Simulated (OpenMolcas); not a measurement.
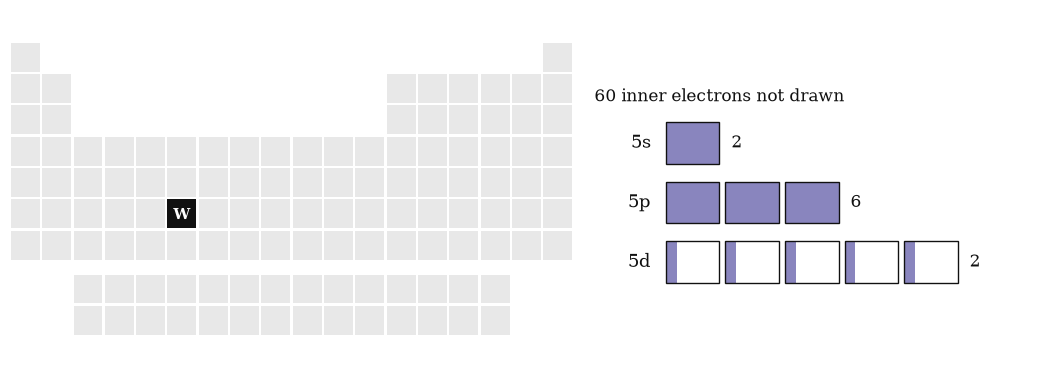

Figure 1. Left, the place of tungsten in the periodic table; right, the outer shells of the leading configuration of the lowest level: a box for each of the 2l + 1 orbitals, shaded by the share of the shell that is filled, with the electron count at the right.

**Run report: W⁴⁺ complex, multiconfigurational calculation**

- system: W⁴⁺ with 6 ligands (H2O; octahedron, 2.02 Å), with no charges around it.
- method: state-averaged CASSCF, active space 2 electrons in the shell 5d, basis ANO-RCC-VTZP on the metal and ANO-RCC-VDZP on the ligands, DKH2 scalar Hamiltonian, spin-orbit coupling by RASSI with atomic mean-field integrals (OpenMolcas)

**Input file**
```
&GATEWAY
Coord
19

W 0.0 0.0 0.0
O 2.020000 0.000000 0.000000
H 2.596978 0.779741 0.000000
H 2.596978 -0.779741 0.000000
O 0.000000 2.020000 0.000000
H 0.000000 2.596978 0.779741
H 0.000000 2.596978 -0.779741
O -2.020000 0.000000 0.000000
H -2.596978 0.779741 0.000000
H -2.596978 -0.779741 0.000000
O 0.000000 -2.020000 0.000000
H 0.000000 -2.596978 0.779741
H 0.000000 -2.596978 -0.779741
O 0.000000 0.000000 2.020000
H 0.779741 0.000000 2.596978
H -0.779741 0.000000 2.596978
O 0.000000 0.000000 -2.020000
H 0.779741 0.000000 -2.596978
H -0.779741 0.000000 -2.596978
Basis=W.ANO-RCC-VTZP,H.ANO-RCC-VDZP,O.ANO-RCC-VDZP
Group=XYZ
NoMove
AngMom=0.0 0.0 0.0
AMFI
RICD
&SEWARD
&RASSCF
FileOrb=start.orb
Symmetry=1
Spin=3
nActEl=2 0 0
Inactive=30 34
Ras2=5 0
CIRoot=10 10 1
SDav=10
CIMx=300
Iter=150 100
PrWF=0.3
OrbListing=Nothing
MaxOrb=0
LevShft=1.0
>>> COPY $Project.JobIph JOB001
&RASSCF
FileOrb=start.orb
Symmetry=1
Spin=1
nActEl=2 0 0
Inactive=30 34
Ras2=5 0
CIRoot=15 15 1
SDav=15
CIMx=300
Iter=150 100
PrWF=0.3
OrbListing=Nothing
MaxOrb=0
LevShft=1.0
>>> COPY $Project.JobIph JOB002
&RASSI
NrOfJobIphs=2 10 15
1 2 3 4 5 6 7 8 9 10
1 2 3 4 5 6 7 8 9 10 11 12 13 14 15
IphNames
JOB001
JOB002
EJob
SpinOrbit
DIPRint=1.0
SOCoupling=1000.0
Subsets=2
Property=9
'ANGMOM' 1 'ANGMOM' 2 'ANGMOM' 3 'MLTPL  1' 1 'MLTPL  1' 2 'MLTPL  1' 3
'AMFI' 1 'AMFI' 2 'AMFI' 3
SOProperty=3
'ANGMOM' 1 'ANGMOM' 2 'ANGMOM' 3
```

The file start.orb holds starting orbitals from an earlier step. A driver script formed the levels outside the program, from RASSI's spin-orbit matrix and the active-space energies, averaged over the components of each term or state.

Command:
```bash
OMP_NUM_THREADS=1 MOLCAS_MEM=2457 MOLCAS_PROJECT=a pymolcas a.inp > a.log  # once for each step of the input, in one work folder
```

**Log (extracts)**
```
--- SEWARD ---
Basis set label: W.ANO-RCC...8S7P5D3F2G1H.

      Electronic valence basis set:
      ------------------
      Associated Effective Charge  74.000000 au
      Associated Actual Charge     74.000000 au
      Nuclear Model: Point charge

      Shell  nPrim  nBasis  Cartesian Spherical Contaminant
         s      24       8        X
         p      21       7        X
         d      15       5                 X
         f      11       3                 X
         g       4       2                 X
         h       2       1                 X
                  Relativistic Douglas-Kroll-Hess integrals:
                    - DKH order of Hamiltonian: 2
                    - DKH order of Properties : 0
                  Atomic mean-field integrals
--- RASSCF ---
Wave function specifications:
      -----------------------------

      Number of closed shell electrons         128
      Number of electrons in active shells       2
      Max number of holes in RAS1 space          0
      Max nr of electrons in RAS3 space          0
      Number of inactive orbitals               64
      Number of active orbitals                  5
      Number of secondary orbitals             179
      Spin quantum number                      1.0
      State symmetry                             1
Orbital specifications:
      -----------------------

      Symmetry species                           1   2
                                                ag  au
      Frozen orbitals                            0   0
      Inactive orbitals                         30  34
      Active orbitals                            5   0
      RAS1 orbitals                              0   0
      RAS2 orbitals                              5   0
      RAS3 orbitals                              0   0
      Secondary orbitals                        88  91
      Deleted orbitals                           0   0
      Number of basis functions                123 125
      Number of CSFs                            10
      Number of root(s) required                10
      Iter CI   SX   CI       RASSCF       Energy    max ROT     max BLB   max BLB  Level Ln srch  Step   QN
          iter iter root      energy       change     param      element    value   shift minimum  type update
 Nr of preliminary CI iterations:   1
      Total energies have been shifted. Add               -16000.00 au
        1   1   16    0  -581.64004918    0.00E+00   1.26E-01*  26  33 1  3.20E-01*  0.72   0.00    SX    NO
        2   1   16    0  -582.11731262   -4.77E-01*  7.61E-02   27  35 1  1.87E-01*  0.69   0.00    SX    NO
        3   1   15    0  -582.21222899   -9.49E-02* -3.49E-02   26  33 1  8.91E-02*  0.74   0.00    SX    NO
        4   1   15    0  -582.23279934   -2.06E-02*  1.41E-02   13  38 2 -5.81E-02*  0.76   0.00    SX    NO
        5   1   14    0  -582.23898854   -6.19E-03*  1.33E-02   13  38 2  4.68E-02*  0.76   0.91    QN   YES
        6   1   13    0  -582.24260064   -3.61E-03*  6.67E-03   13  38 2  1.42E-02*  0.76   1.52    LS   YES
        7   1   13    0  -582.24307915   -4.79E-04*  3.46E-03   27  35 1 -5.64E-03*  0.76   1.04    QN   YES
        8   1   12    0  -582.24328252   -2.03E-04*  3.96E-03   27  35 1 -4.01E-03*  0.76   2.17    LS   YES
        9   1   12    0  -582.24336617   -8.36E-05* -1.42E-03   27  35 1 -2.15E-03*  0.76   1.03    QN   YES
       10   1   11    0  -582.24340364   -3.75E-05* -1.00E-03   27  35 1 -1.12E-03*  0.76   1.71    LS   YES
       11   1   11    0  -582.24341144   -7.80E-06* -4.16E-04   25  73 1  1.00E-03*  0.76   1.01    QN   YES
       12   1   10    0  -582.24341620   -4.76E-06* -1.87E-04   25  73 1  3.03E-04*  0.76   1.45    LS   YES
       13   1    9    0  -582.24341671   -5.09E-07* -9.51E-05    7  66 2  1.96E-04*  0.76   1.00    QN   YES
       14   1    8    0  -582.24341697   -2.58E-07*  6.36E-05   32  43 2 -5.07E-05   0.76   1.35    QN   YES
       15   1    7    0  -582.24341701   -3.78E-08*  2.24E-05    8  67 2 -1.39E-05   0.76   1.12    QN   YES
       16   1    6    0  -582.24341701   -2.48E-09  -1.52E-05   25  60 1  6.65E-06   0.76   1.48    QN   YES
      Convergence after 16 iterations
       17   1    6    0  -582.24341701   -5.09E-10  -1.52E-05   25  60 1  2.09E-06   0.76   1.48    QN   YES
      Natural orbitals and occupation numbers for root  1
      sym 1:   0.002501   0.997499   0.997499  -0.000000   0.002501
      Natural orbitals and occupation numbers for root  2
      sym 1:   0.997758   0.002242   0.997758   0.002242   0.000000
      Natural orbitals and occupation numbers for root  3
      sym 1:   0.992889   0.992889   0.007111  -0.000000   0.007111
::    RASSCF root number  1 Total energy: -16582.38880347
::    RASSCF root number  2 Total energy: -16582.38880347
::    RASSCF root number  3 Total energy: -16582.38880347
::    RASSCF root number  4 Total energy: -16582.22226331
::    RASSCF root number  5 Total energy: -16582.22226331
::    RASSCF root number  6 Total energy: -16582.22226331
::    RASSCF root number  7 Total energy: -16582.18395832
::    RASSCF root number  8 Total energy: -16582.18395832
::    RASSCF root number  9 Total energy: -16582.18395832
::    RASSCF root number 10 Total energy: -16582.04909481
--- RASSCF ---
Wave function specifications:
      -----------------------------

      Number of closed shell electrons         128
      Number of electrons in active shells       2
      Max number of holes in RAS1 space          0
      Max nr of electrons in RAS3 space          0
      Number of inactive orbitals               64
      Number of active orbitals                  5
      Number of secondary orbitals             179
      Spin quantum number                      0.0
      State symmetry                             1
Orbital specifications:
      -----------------------

      Symmetry species                           1   2
                                                ag  au
      Frozen orbitals                            0   0
      Inactive orbitals                         30  34
      Active orbitals                            5   0
      RAS1 orbitals                              0   0
      RAS2 orbitals                              5   0
      RAS3 orbitals                              0   0
      Secondary orbitals                        88  91
      Deleted orbitals                           0   0
      Number of basis functions                123 125
      Number of CSFs                            15
      Number of root(s) required                15
      Iter CI   SX   CI       RASSCF       Energy    max ROT     max BLB   max BLB  Level Ln srch  Step   QN
          iter iter root      energy       change     param      element    value   shift minimum  type update
 Nr of preliminary CI iterations:   1
      Total energies have been shifted. Add               -16000.00 au
        1   1   12    0  -582.19708522    0.00E+00  -7.34E-03   31  46 1 -4.01E-03*  0.75   0.00    SX    NO
        2   1   12    0  -582.19747146   -3.86E-04*  3.44E-03   27  35 1  2.24E-03*  0.75   0.00    SX    NO
        3   1   12    0  -582.19758026   -1.09E-04*  1.80E-03   30  31 1 -1.40E-03*  0.75   0.00    SX    NO
        4   1   11    0  -582.19761672   -3.65E-05*  9.01E-04   30  31 1 -9.89E-04*  0.75   0.00    SX    NO
        5   1   11    0  -582.19763021   -1.35E-05*  1.26E-03   30  31 1 -6.60E-04*  0.75   2.41    LS   YES
        6   1   11    0  -582.19763725   -7.04E-06*  5.56E-04   19  36 2 -1.55E-03*  0.75   1.01    QN   YES
        7   1   10    0  -582.19763876   -1.51E-06* -2.50E-04   19  36 2  9.92E-04*  0.75   0.67    QN   YES
        8   1    9    0  -582.19763965   -8.95E-07* -1.41E-04   16  38 2  9.25E-05   0.75   1.26    QN   YES
        9   1    8    0  -582.19763983   -1.79E-07* -6.65E-05   19  36 2 -7.11E-05   0.75   1.47    LS   YES
       10   1    8    0  -582.19763985   -2.19E-08* -3.71E-05   19  36 2 -1.47E-04*  0.75   1.06    QN   YES
       11   1    7    0  -582.19763987   -2.14E-08* -1.62E-05   19  36 2 -3.66E-05   0.75   1.43    QN   YES
       12   1    6    0  -582.19763988   -3.14E-09  -5.61E-06   19  36 2  6.58E-06   0.75   1.41    QN   YES
      Convergence after 12 iterations
       13   1    6    0  -582.19763988   -7.09E-10  -5.61E-06   19  36 2  7.65E-06   0.75   1.41    QN   YES
      Natural orbitals and occupation numbers for root  1
      sym 1:   1.202029   0.735478   0.062389   0.000001   0.000103
      Natural orbitals and occupation numbers for root  2
      sym 1:   1.206598   0.065808   0.727491   0.000001   0.000103
      Natural orbitals and occupation numbers for root  3
      sym 1:   0.010171   0.924027   1.064903   0.000898   0.000000
::    RASSCF root number  1 Total energy: -16582.34476930
::    RASSCF root number  2 Total energy: -16582.34476930
::    RASSCF root number  3 Total energy: -16582.34476930
::    RASSCF root number  4 Total energy: -16582.34344570
::    RASSCF root number  5 Total energy: -16582.34344570
::    RASSCF root number  6 Total energy: -16582.28505229
::    RASSCF root number  7 Total energy: -16582.17461652
::    RASSCF root number  8 Total energy: -16582.17461652
::    RASSCF root number  9 Total energy: -16582.17461652
::    RASSCF root number 10 Total energy: -16582.16293548
::    RASSCF root number 11 Total energy: -16582.16293548
::    RASSCF root number 12 Total energy: -16582.16293548
::    RASSCF root number 13 Total energy: -16581.99973987
::    RASSCF root number 14 Total energy: -16581.99973987
::    RASSCF root number 15 Total energy: -16581.94621086
--- RASSI ---
SPIN-FREE ENERGIES:
  (Shifted by EMIN (a.u.) =     -16582.3888034656)

 SF State       Relative EMIN(au)   Rel lowest level(eV)    D:o, cm**(-1)

     1             0.0000000000        0.0000000000              0.0000
     2             0.0000000000        0.0000000000              0.0000
     3             0.0000000000        0.0000000000              0.0000
    11             0.0440341674        1.1982307376           9664.3827
    12             0.0440341674        1.1982307376           9664.3827
    13             0.0440341674        1.1982307376           9664.3827
    14             0.0453577675        1.2342477309           9954.8793
    15             0.0453577675        1.2342477309           9954.8793
    16             0.1037511722        2.8232132207          22770.7503
     4             0.1665401602        4.5317886253          36551.3403
     5             0.1665401602        4.5317886253          36551.3403
     6             0.1665401602        4.5317886253          36551.3403
     7             0.2048451469        5.5741204133          44958.3131
     8             0.2048451469        5.5741204133          44958.3131
     9             0.2048451469        5.5741204133          44958.3131
    17             0.2141869439        5.8283236596          47008.6006
    18             0.2141869439        5.8283236596          47008.6006
    19             0.2141869439        5.8283236596          47008.6006
    20             0.2258679857        6.1461809993          49572.2929
    21             0.2258679857        6.1461809993          49572.2929
    22             0.2258679857        6.1461809993          49572.2929
    10             0.3397086525        9.2439433553          74557.4313
    23             0.3890635996       10.5869598835          85389.5901
    24             0.3890635996       10.5869598835          85389.5901
    25             0.4425926084       12.0435584180          97137.8496
     Dipole printing threshold changed to   1.00000000E+00
Eigenvalues of complex Hamiltonian:
   -----------------------------------
  (Shifted by EMIN (a.u.) =     -16582.3888034656)

 SO State       Relative EMIN(au)   Rel lowest level(eV)    D:o, cm**(-1)

     1            -0.0116400512        0.0000000001              0.0000
     2            -0.0116400512        0.0000000000              0.0000
     3            -0.0106989064        0.0256098564            206.5574
     4            -0.0106989064        0.0256098564            206.5574
     5            -0.0106989064        0.0256098566            206.5574
     6             0.0057677226        0.4736896569           3820.5647
     7             0.0057677226        0.4736896568           3820.5647
     8             0.0057677226        0.4736896567           3820.5647
     9             0.0106004264        0.6051942260           4881.2206
    10             0.0431125154        1.4898932395          12016.7994
    11             0.0431125154        1.4898932395          12016.7994
    12             0.0431125154        1.4898932396          12016.7994
    13             0.0454873210        1.5545149900          12538.0090
    14             0.0454873210        1.5545149901          12538.0090
    15             0.1040235868        3.1473679280          25385.2343
    16             0.1604938267        4.6840014392          37779.0194
    17             0.1636618774        4.7702084885          38474.3262
    18             0.1636618774        4.7702084884          38474.3262
    19             0.1636618774        4.7702084888          38474.3262
    20             0.1687686846        4.9091717932          39595.1408
    21             0.1687686846        4.9091717937          39595.1408
    22             0.1687686846        4.9091717938          39595.1408
    23             0.1692770830        4.9230060167          39706.7213
    24             0.1692770830        4.9230060172          39706.7213
    25             0.1975637861        5.6927264206          45914.9351
    26             0.2007452533        5.7792985555          46613.1864
    27             0.2007452534        5.7792985558          46613.1864
    28             0.2007452533        5.7792985555          46613.1864
    29             0.2031707113        5.8452986290          47145.5129
    30             0.2031707113        5.8452986291          47145.5129
    31             0.2031707113        5.8452986286          47145.5129
    32             0.2112825205        6.0660322026          48925.8493
    33             0.2112825205        6.0660322022          48925.8493
    34             0.2211652872        6.3349559828          51094.8658
    35             0.2211652871        6.3349559824          51094.8658
    36             0.2211652871        6.3349559823          51094.8658
    37             0.2280209959        6.5215093211          52599.5200
    38             0.2280209959        6.5215093212          52599.5200
    39             0.2280209959        6.5215093213          52599.5200
    40             0.3428542225        9.6462806036          77802.5000
    41             0.3428542225        9.6462806036          77802.5000
Weights of the five most important spin-orbit-free states for each spin-orbit state.

 SO State  Total energy (au)           Spin-free states, spin, and weights
 -------------------------------------------------------------------------------------------------------
    1        -0.011640       3 1.0  0.5227    1 1.0  0.2757    2 1.0  0.1521   14 0.0  0.0230   15 0.0  0.0119
    2        -0.011640       2 1.0  0.4815    1 1.0  0.3580    3 1.0  0.1110   15 0.0  0.0230   14 0.0  0.0119
    3        -0.010699       2 1.0  0.4001    3 1.0  0.3171    1 1.0  0.2409   13 0.0  0.0187   12 0.0  0.0108
    4        -0.010699       2 1.0  0.4301    1 1.0  0.2683    3 1.0  0.2598   11 0.0  0.0150   13 0.0  0.0079
    5        -0.010699       1 1.0  0.4489    3 1.0  0.3813    2 1.0  0.1280   11 0.0  0.0146   12 0.0  0.0120
    6         0.005768       2 1.0  0.4961    3 1.0  0.4208    1 1.0  0.0760    5 1.0  0.0017    4 1.0  0.0017
    7         0.005768       1 1.0  0.4587    3 1.0  0.3118    2 1.0  0.2224    6 1.0  0.0021    4 1.0  0.0017
    8         0.005768       1 1.0  0.4582    2 1.0  0.2744    3 1.0  0.2603    5 1.0  0.0021   21 0.0  0.0015
    9         0.010600       2 1.0  0.3211    1 1.0  0.3211    3 1.0  0.3211   16 0.0  0.0308    8 1.0  0.0019
   10         0.043113      13 0.0  0.8500   12 0.0  0.0659   11 0.0  0.0349    3 1.0  0.0146    1 1.0  0.0104
   11         0.043113      12 0.0  0.5353   11 0.0  0.3147   13 0.0  0.1007    3 1.0  0.0164    2 1.0  0.0093
   12         0.043113      11 0.0  0.6011   12 0.0  0.3495    2 1.0  0.0157    1 1.0  0.0153    6 1.0  0.0062
```

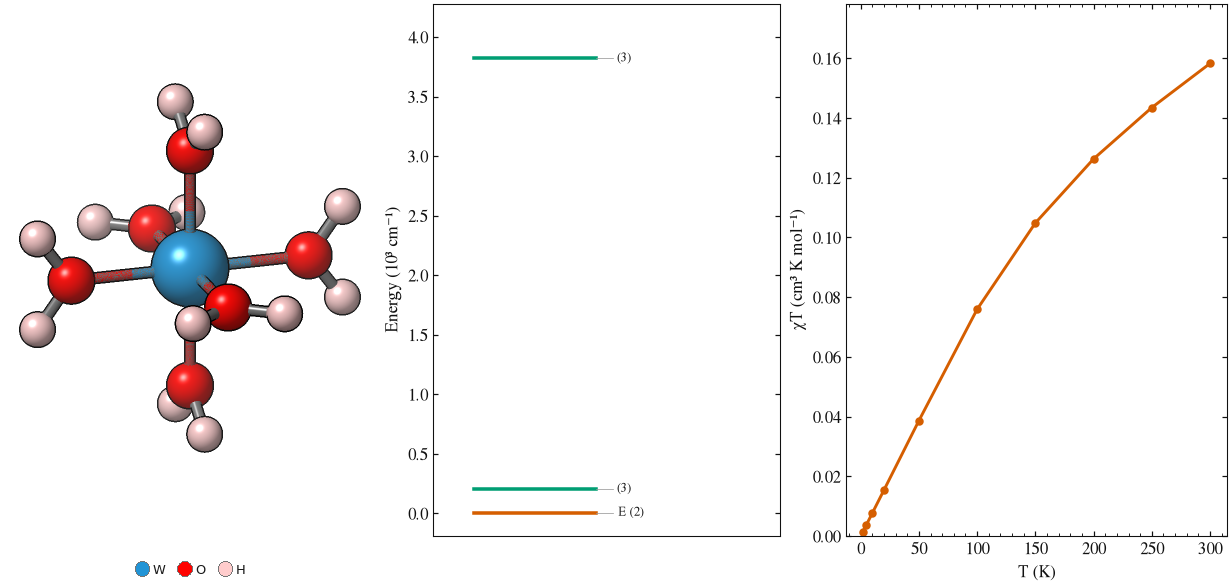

Figure 2. W⁴⁺ (5d²) with 6 ligands, H₂O, at 2.02 Å (arrangement: octahedron, Th), and its levels and susceptibility. Labels give the representation in O, Td, D4 or D3 as the site allows (double group for half-integer spin) where it could be assigned and, in brackets, the degeneracy; spin-free states, where drawn, share the zero of the spin-orbit levels. Powder susceptibility by Van Vleck's formula. The ground level is E, doubly degenerate, 97 % from states of spin multiplicity 3. Its principal g values are all close to zero. The next level lies at 207 cm⁻¹. χT is close to 0 cm³ K mol⁻¹ at 2 K and 0.158 at 300 K, an effective moment of 1.13 μB. The active orbitals hold 75 to 87 % metal character (Löwdin), and the Mulliken charge of the metal is +3.28.

**Results in brief**

- outcome: converged
- energy of the lowest spin-free term: −16582.38880 hartree
- energy of the lowest spin-orbit level: −16582.40044 hartree
- largest spread among components of a term: 0.0 cm⁻¹
- hardware: 1 thread of Arm Neoverse V1, 24 GiB of memory available, shared host
- wall time: 2.1 min
- peak memory: 0.65 GiB

**Notes**

Without dynamic correlation the splittings between terms come out too large, often by 20 to 50 %. Limits: covalent bonds, ligand orbitals missing from the active space; distances are set from ionic radii, not optimised.
